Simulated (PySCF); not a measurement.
# triplet AsH3: levels of theory compared

Wanted: a comparison of 6 runs (U-r2SCAN/STO-3G, UPBE0/STO-3G, NEVPT2(4,4)/STO-3G, UCISD/STO-3G, ROCCSD(T)/STO-3G, FCI/STO-3G) of triplet AsH3. Input form: a Python script.

Program for the calculation: PySCF 2.14.0.

10 further runs of the same task are left out: 1 that didn't finish, 9 set aside as unsound or not needed.

### 1 The molecule

AsH3 has 4 atoms, charge 0, and is taken as a triplet. As SMILES of the parent species, `[AsH3]`. The shape is that of a PBE0-D4/def2-TZVP optimisation. That shape belongs to the parent species and isn't relaxed for this state.

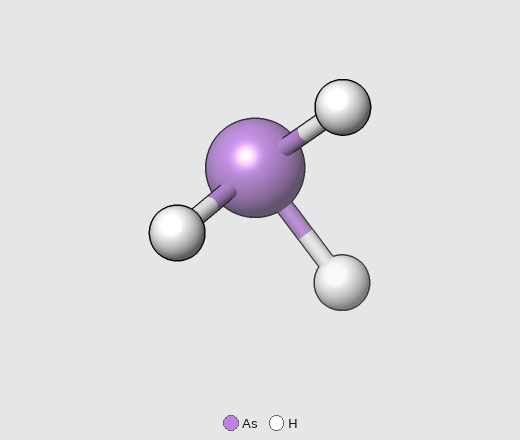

The structure, seen from a chosen angle (arsenic purple, hydrogen white).

### 2 The energy at U-r2SCAN/STO-3G (run 1)

Input file run.py:

```python
from pyscf import gto, dft

mol = gto.Mole()
mol.atom = [
    ('As', (-0.215800, 0.487600, -0.346000)),
    ('H', (0.349900, 0.630300, 1.059400)),
    ('H', (-1.068000, -0.705500, 0.061100)),
    ('H', (0.933900, -0.412500, -0.774500)),
]
mol.spin = 2
mol.max_memory = 1860
mol.basis = 'sto-3g'
mol.verbose = 3
mol.build()

mf = dft.UKS(mol)
mf.xc = 'r2scan'
mf.conv_tol = 1e-10
mf.grids.level = 5
mf.kernel()
if not mf.converged:
    mf = mf.newton().run(mf.mo_coeff, mf.mo_occ)

e_final = mf.e_tot
print(f'total energy: {e_final:.8f} hartree')
```

Started as:

```console
$ OMP_NUM_THREADS=1 python run.py
```

Output:

```text
WARN: HOMO -0.0963801634517307 >= LUMO -0.500792287142449

WARN: HOMO 0.182021230908554 >= LUMO -0.0751103463026416

WARN: HOMO 0.164350548030927 >= LUMO -0.112956285865235

WARN: HOMO 0.171673289850915 >= LUMO -0.117919152982335

WARN: HOMO 0.169770597069313 >= LUMO -0.116520401762874

WARN: HOMO 0.171689283171844 >= LUMO -0.115417003473077

WARN: HOMO 0.170344056666529 >= LUMO -0.115243406765431

WARN: HOMO 0.169101997500139 >= LUMO -0.114260480797361

WARN: HOMO 0.168616397309036 >= LUMO -0.11379641667944

WARN: HOMO 0.168578286683059 >= LUMO -0.113711915909733

WARN: HOMO 0.168538107311223 >= LUMO -0.11365325458255

WARN: HOMO 0.16865566375263 >= LUMO -0.11366463498051

WARN: HOMO 0.168671037614599 >= LUMO -0.11339239143951

WARN: HOMO 0.168781155643505 >= LUMO -0.113693353031649

WARN: HOMO 0.168792199322636 >= LUMO -0.113681949681532

WARN: HOMO 0.168802333373833 >= LUMO -0.113712321659207

WARN: HOMO 0.168806274588048 >= LUMO -0.113725734189869

WARN: HOMO 0.168806341842188 >= LUMO -0.113725622754034

WARN: HOMO 0.168806436216239 >= LUMO -0.113726131366884

WARN: HOMO 0.168806401426945 >= LUMO -0.113726152498012

converged SCF energy = -2212.12334569144  <S^2> = 2.0046101  2S+1 = 3.0030718
total energy: -2212.12334569 hartree
```

Wall time 8.7 s (1 thread of Arm Neoverse V2, shared host); peak memory 0.21 GiB.

### 3 The energy at UPBE0/STO-3G (run 2)

Input file input.py:

```python
from pyscf import gto, dft

mol = gto.M(
    atom='''
As    -0.407803     0.921430    -0.653845
H      0.661215     1.191094     2.001976
H     -2.018228    -1.333202     0.115462
H      1.764815    -0.779512    -1.463593
''',
    verbose=4,
    spin=2,
    basis='sto-3g',
    unit='bohr',
    max_memory=1860,
)

myscf = dft.UKS(mol)
myscf.xc = 'pbe0'
myscf.grids.level = 5
myscf.conv_tol = 1e-10
myscf.kernel()
if not myscf.converged:
    myscf = myscf.newton().run(myscf.mo_coeff, myscf.mo_occ)

energy = myscf.e_tot
print('E(%s) = %.9f' % ('PBE0', energy))
```

Started as:

```console
$ OMP_NUM_THREADS=1 python input.py
```

Output:

```text
PySCF version 2.14.0

[... 50 lines left out ...]
[... the frontier-level lines of each cycle are left out ...]
[... 21 lines left out ...]
[... 23 lines left out ...]
[... 23 lines left out ...]
[... 23 lines left out ...]
[... 1 line left out ...]
cycle= 16 E= -2211.82956983261  delta_E= -8.03e-08  |g|= 4.82e-06  |ddm|= 0.00556


cycle= 17 E= -2211.82956983269  delta_E= -7.78e-11  |g|= 1.27e-06  |ddm|= 0.000685


Extra cycle  E= -2211.8295698327  delta_E= -6.82e-12  |g|= 8.2e-07  |ddm|= 2.01e-05
converged SCF energy = -2211.8295698327  <S^2> = 2.0030791  2S+1 = 3.002052
E(PBE0) = -2211.829569833
```

It took 5.1 s on 1 thread of Arm Neoverse V2, shared host; peak memory 0.2 GiB.

Runs 3 to 5 aren't shown in full; the table further down has their settings and results.

### 4 The energy at FCI/STO-3G (run 6)

Input file input.py:

```python
from pyscf import gto, mcscf

molecule = gto.M(
    atom='''
As    -0.215800     0.487600    -0.346000
H      0.349900     0.630300     1.059400
H     -1.068000    -0.705500     0.061100
H      0.933900    -0.412500    -0.774500
''',
    max_memory=1860,
    verbose=3,
    spin=2,
    basis='sto-3g',
    charge=0,
)

calc0 = molecule.ROHF()
calc0.conv_tol = 1e-10
calc0.kernel()
if not calc0.converged:
    calc0 = calc0.newton().run(calc0.mo_coeff, calc0.mo_occ)

cas = mcscf.CASCI(calc0, calc0.mo_coeff.shape[-1] - 9, (molecule.nelec[0] - 9, molecule.nelec[1] - 9))  # full CI above the frozen core
cas.fix_spin_(ss=2.0)
cas.kernel()
e_tot = cas.e_tot
print('E = %.10f Eh' % e_tot)
```

Started as:

```console
$ OMP_NUM_THREADS=1 python input.py
```

Output:

```text
converged SCF energy = -2210.68430811897
CASCI E = -2210.73918990133  E(CI) = -126.547552699500  S^2 = 2.0000000
E = -2210.7391899013 Eh
```

Wall time 1.3 s (1 thread of Arm Neoverse V2, shared host); peak memory 0.12 GiB.

### 5 All runs side by side

```tsv
run	level	integration grid	active selection	energy (Eh)	dipole moment (D) of the reference	⟨S²⟩	wall time
1	U-r2SCAN/STO-3G	5	–	-2212.123346	1.28	2.005	8.7 s
2	UPBE0/STO-3G	5	–	-2211.829570	1.24	2.003	5.1 s
3	NEVPT2(4,4)/STO-3G	–	mp2 natural orbitals	-2210.723332	1.70	–	0.97 s
4	UCISD/STO-3G	–	–	-2210.735792	1.73	2.013	0.72 s
5	ROCCSD(T)/STO-3G	–	–	-2210.738200	1.70	2.000	0.89 s
6	FCI/STO-3G	–	–	-2210.739190	1.70	–	1.3 s
```

### 6 Outcome

```
                                          quantity           value
                               run 6: total energy  -2210.73919 Eh
       run 6: dipole moment (Hartree–Fock density)          1.70 D
run 6: correlation energy (9 core orbitals frozen)       -54.9 mEh
```

What this shows: Against full CI in this basis: UCISD +3.4 mEh; ROCCSD(T) +1.0 mEh. Totals of different functionals can't be ranked against each other. In runs 1, 2, 3, 4, 5, 6 the basis is minimal, so the values are rough. All runs together took 18 s, the longest 8.7 s.
